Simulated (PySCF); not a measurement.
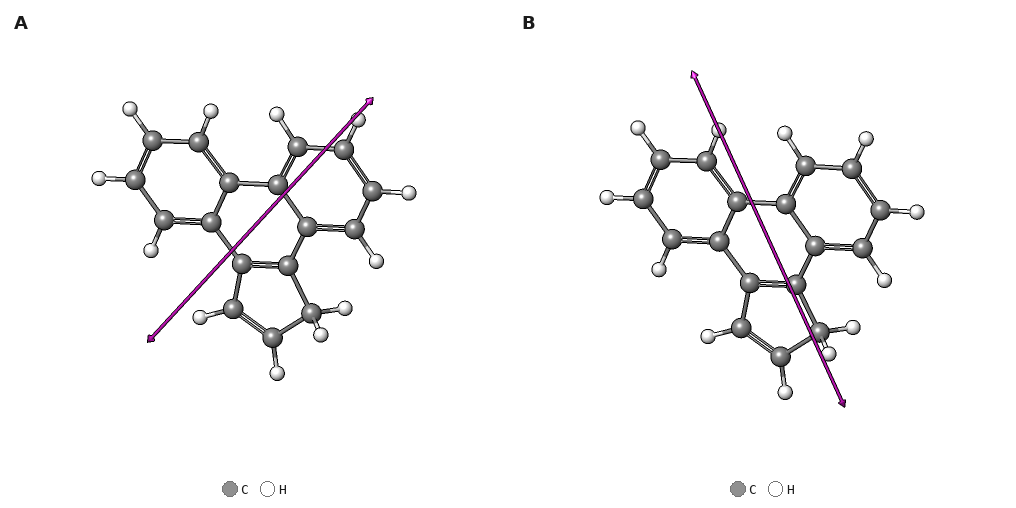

The double arrows show the directions of two transition dipoles from the ground state (lengths mean nothing). The geometry was computed by an optimisation with GFN2-xTB. No frequency run is at hand to confirm it as a minimum. Method: TDDFT PBE0/def2-SVP, vertical, gas phase, core orbitals frozen in the response, virtual orbitals cut by energy (PySCF 2.14.0).

Question: One belongs to singlet state 2 and one to singlet state 3. Which is which?

Answer: A: state 2, 3.90 eV (318 nm), oscillator strength 0.11, of mixed character, with the largest part HOMO → LUMO (weight 0.47).
B: state 3, 4.55 eV (272 nm), oscillator strength 0.083, mainly HOMO−1 → LUMO (weight 0.62).
